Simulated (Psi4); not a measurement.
# CAM-B3LYP/6-311+G(d,p) (sweep point 6) run of C2H4F− (SMILES C[CH-]F)

Aim: the vertical ionisation energy of C2H4F− at CAM-B3LYP/6-311+G** (sweep point 6), from 2 runs. 

The calculation is run with Psi4 1.11.

4 further runs of the same task are left out: 4 set aside as unsound or not needed.

### 1 The molecule

The species is C2H4F− (7 atoms), meant as a singlet with charge -1. SMILES: `C[CH-]F`. The coordinates come from a GFN2-xTB relaxation.

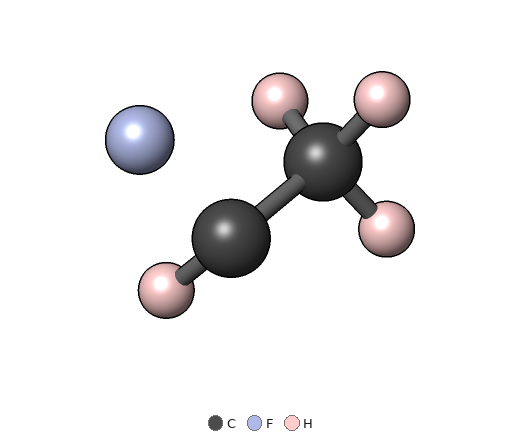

Viewed from a chosen angle; carbon dark grey, fluorine light blue, hydrogen pink.

### 2 A single-point energy at CAM-B3LYP/6-311+G(d,p) (sweep point 6)

File c2h4f.in:

```
memory 1600 MB

molecule m {
  -1 1
  C     -0.493040     0.360290    -0.091850
  C      0.969020    -0.047280     0.128740
  F      0.898020    -1.118910     1.193240
  H     -1.211500    -0.457090    -0.321760
  H     -0.527430     1.067250    -0.930470
  H     -0.880610     0.878910     0.794150
  H      1.245550    -0.683170    -0.772050
  units angstrom
  symmetry c1
}

set globals {
  basis 6-311+G**
  puream true
  scf_type pk
  dft_radial_points 99
  dft_spherical_points 590
  d_convergence 1e-08
  e_convergence 1e-08
}

E, wfn = energy('cam-b3lyp', return_wfn=True)
print_variables()
```

The run is started by

```
psi4 c2h4f.in c2h4f.out -n 1
```

c2h4f.out:

```text
[...]
  Running in c1 symmetry.
[...]
  Nuclear repulsion =   69.247302818549116
[...]
  Multiplicity = 1
[...]
  Nalpha       = 13
  Nbeta        = 13
[...]
    Number of basis functions: 90
[...]
   @RKS iter   1:  -178.05123105929846   -5.03374e-01   8.68883e-03 DIIS/ADIIS
[...]
   @RKS iter  13:  -178.38087950093424   -4.12967e-11   7.98153e-09 DIIS
[...]
    Orbital Energies [Eh]
    ---------------------
    Doubly Occupied:
       1A    -24.472539     2A    -10.038764     3A    -10.032802
       4A     -0.985400     5A     -0.605854     6A     -0.437691
       7A     -0.307181     8A     -0.284128     9A     -0.262010
      10A     -0.237038    11A     -0.216684    12A     -0.158224
      13A     -0.002406
[...]
  @RKS Final Energy:  -178.38087950093424
   => Energetics <=
    Nuclear Repulsion Energy =             69.2473028185491160
    One-Electron Energy =                -387.7716765610668972
    Two-Electron Energy =                 156.8248427491631674
    DFT Exchange-Correlation Energy =     -16.6813485075795960
    Empirical Dispersion Energy =           0.0000000000000000
    VV10 Nonlocal Energy =                  0.0000000000000000
    Total Energy =                       -178.3808795009342418
[...]
 Multipole Moments:
 ------------------------------------------------------------------------------------
     Multipole            Electronic (a.u.)      Nuclear  (a.u.)        Total (a.u.)
 ------------------------------------------------------------------------------------
 L = 1.  Multiply by 2.5417464519 to convert [e a0] to [Debye]
 Dipole X            :          2.2874584           -3.4115633           -1.1241050
 Dipole Y            :         -3.2586835            2.8069711           -0.4517124
 Dipole Z            :          3.3354078           -3.5841157           -0.2487079
 Magnitude           :                                                    1.2367343
[...]
```

It took 27 s on 1 thread of Intel Xeon Platinum 8259CL at 2.50GHz (Skylake/Cascade Lake), shared host; peak memory 0.87 GiB.

### 3 Doublet neutral C2H4F, same level

File calc.dat:

```
memory 1600 mb

molecule mol {
  0 2
  C     -0.493040     0.360290    -0.091850
  C      0.969020    -0.047280     0.128740
  F      0.898020    -1.118910     1.193240
  H     -1.211500    -0.457090    -0.321760
  H     -0.527430     1.067250    -0.930470
  H     -0.880610     0.878910     0.794150
  H      1.245550    -0.683170    -0.772050
  units angstrom
  symmetry c1
}

set {
  basis                6-311+G**
  reference            uks
  puream               true
  scf_type             pk
  dft_radial_points    99
  dft_spherical_points 590
  d_convergence        1e-08
  e_convergence        1e-08
  maxiter              150
}

energy('cam-b3lyp')
```

The run is started by

```
psi4 -n 1 calc.dat calc.out
```

calc.out:

```text
[...]
  Running in c1 symmetry.
[...]
  Nuclear repulsion =   69.247302818549116
[...]
  Multiplicity = 2
[...]
  Nalpha       = 13
  Nbeta        = 12
[...]
    Number of basis functions: 90
[...]
   @UKS iter   1:  -178.18617943101520   -6.38322e-01   6.52679e-03 ADIIS/DIIS
[...]
   @UKS iter  13:  -178.34713471614788   -1.36140e-11   7.03313e-09 DIIS
[...]
   @S^2 Observed:                7.527251968E-01
[...]
    Orbital Energies [Eh]
    ---------------------
    Alpha Occupied:
       1A    -24.737020     2A    -10.368635     3A    -10.265674
       4A     -1.245625     5A     -0.857101     6A     -0.702941
       7A     -0.562169     8A     -0.533063     9A     -0.519427
      10A     -0.473877    11A     -0.461265    12A     -0.418176
      13A     -0.348357
    Alpha Virtual:
      14A      0.033329    15A      0.054635    16A      0.061059
      17A      0.069679    18A      0.085314    19A      0.102821
      20A      0.107376    21A      0.151180    22A      0.160647
      23A      0.185378    24A      0.189449    25A      0.216538
[...]
  @UKS Final Energy:  -178.34713471614788
   => Energetics <=
    Nuclear Repulsion Energy =             69.2473028185491160
    One-Electron Energy =                -381.3832974922879657
    Two-Electron Energy =                 150.3078046951820284
    DFT Exchange-Correlation Energy =     -16.5189447375910383
    Empirical Dispersion Energy =           0.0000000000000000
    VV10 Nonlocal Energy =                  0.0000000000000000
    Total Energy =                       -178.3471347161478775
[...]
 Multipole Moments:
 ------------------------------------------------------------------------------------
     Multipole            Electronic (a.u.)      Nuclear  (a.u.)        Total (a.u.)
 ------------------------------------------------------------------------------------
 L = 1.  Multiply by 2.5417464519 to convert [e a0] to [Debye]
 Dipole X            :          3.0149638           -3.4115633           -0.3965995
 Dipole Y            :         -2.3404138            2.8069711            0.4665573
 Dipole Z            :          2.7948670           -3.5841157           -0.7892486
 Magnitude           :                                                    0.9989396
[...]
```

Run time: 41 s. Hardware: 1 thread of Intel Xeon Platinum 8259CL at 2.50GHz (Skylake/Cascade Lake), shared host; peak memory 0.87 GiB.

### 4 Summary of results

At CAM-B3LYP/6-311+G** (sweep point 6):

```
                                                             quantity          value
                                         singlet C2H4F−: total energy  -178.38088 Eh
                                          singlet C2H4F−: HOMO energy       -0.07 eV
                                          singlet C2H4F−: LUMO energy        4.80 eV
singlet C2H4F−: HOMO–LUMO gap (to an unbound level, set by the basis)        4.86 eV
                                  doublet neutral C2H4F: total energy  -178.34713 Eh
                                 doublet neutral C2H4F: dipole moment         2.54 D
            doublet neutral C2H4F: HOMO energy (highest over α and β)       -9.48 eV
             doublet neutral C2H4F: LUMO energy (lowest over α and β)       -1.91 eV
                                          doublet neutral C2H4F: ⟨S²⟩          0.753
                  vertical detachment energy (to the doublet neutral)       0.918 eV
```

**Reading.** Removing an electron at fixed nuclei costs 0.92 eV (88.6 kJ/mol). The negative HOMO energy of the first species, 0.07 eV, lies 0.85 eV below that difference.
